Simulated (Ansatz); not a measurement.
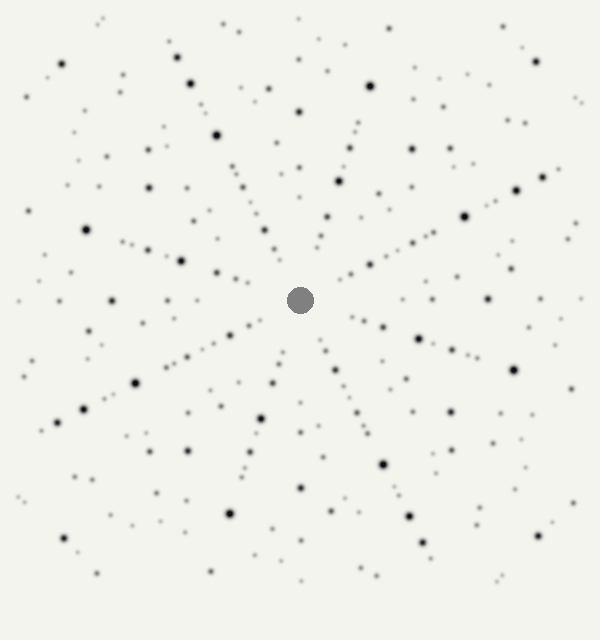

Simulated back-reflection Laue pattern (white X-rays, 0.45 to 2.2 Å, flat plate covering ±45° about the beam, kinematic intensities, seen from the source).

> What symmetry does the pattern show?

4mm: a fourfold axis with mirror lines.

The crystal is Cs2HfSe6, space group Fm-3m (No. 225), a = 9.803 Å. Structure: coordinates from a relaxation (final pressure about 5 GPa) with DFT, PAW plane waves, pbe in Ansatz; the starting structure was generated, so it need not be a known form of this composition.

> Which direction points towards the source?

[001] or one equivalent to it by a rotation of the Laue group. In Laue class m-3m no other family of directions with a member of indices 0 and ±1 has this symmetry.
